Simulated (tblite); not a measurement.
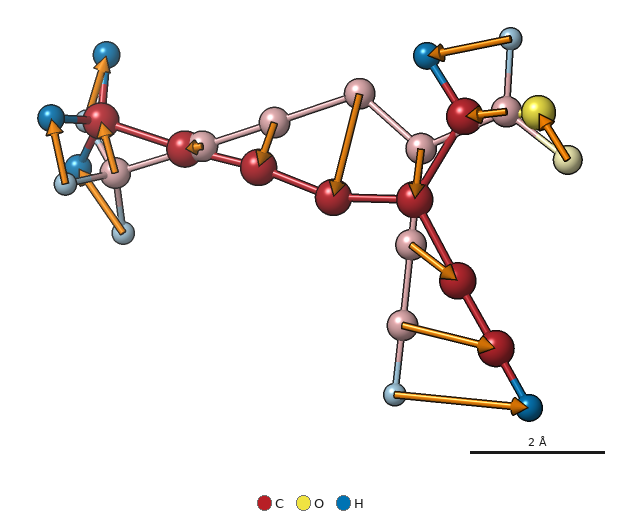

A relaxation of C₈H₅O (multiplicity 2). The starting structure is drawn faded, the final one solid; orange arrows show the displacements, at their true length. The two geometries are superimposed by the best rigid fit.

Style: ball-and-stick. Shown at a tilt.

Method: GFN2-xTB geometry optimisation, gas phase in tblite. 

Q: What happened in the run?

A: An H atom moves most after the best rigid fit: 2.19 Å. Largest moves by element: H 2.19 Å, C 1.61 Å, O 0.86 Å. Some distances before and after: C–C 1.436 → 1.306 Å, C–O 1.240 → 1.202 Å, C–C 1.451 → 1.417 Å, C–C 1.466 → 1.433 Å. Bond angles that change, for instance: C–C–C 123.4° → 161.3°, C–C–C 178.8° → 172.8°, C–C–C 178.9° → 175.8°. Over 103 geometry steps the energy falls by 0.741 eV. The run took 0.55 s on 1 thread of Arm Neoverse V2 (shared host).
